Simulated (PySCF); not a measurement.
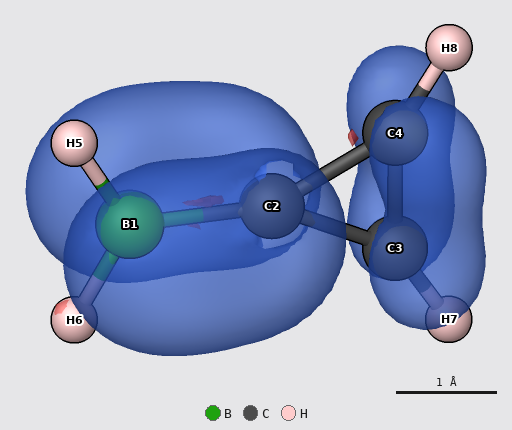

C$_{3}$H$_{4}$B (doublet). Isosurfaces of the spin density at +0.015 (blue) and −0.015 e/Å³ (red), seen at a tilt.

Geometry: GFN2-xTB.

Theory: PySCF 2.14.0, density-fitted response routines, UKS B3LYP, pcH-1 on B C H, non-relativistic, mean-field spin-orbit, GIAO.

```yaml
atoms:
  - { symbol: B, position_ang: [1.5510, 0.1150, -0.1580] }
  - { symbol: C, position_ang: [0.0833, 0.0083, -0.0103] }
  - { symbol: C, position_ang: [-1.2257, -0.4015, -0.4693] }
  - { symbol: C, position_ang: [-1.1567, 0.2293, 0.7012] }
  - { symbol: H, position_ang: [2.1796, 0.6398, 0.6820] }
  - { symbol: H, position_ang: [2.0709, -0.3264, -1.1128] }
  - { symbol: H, position_ang: [-1.8286, -0.8711, -1.2093] }
  - { symbol: H, position_ang: [-1.6647, 0.6160, 1.5520] }
```

### Which atoms carry the spin?

The unpaired spin (1 electron) lies mostly on C2 (about 0.4), B1 (about 0.4), C3 (about 0.1) and C4 (about 0.1), in electrons by Hirshfeld's partition.
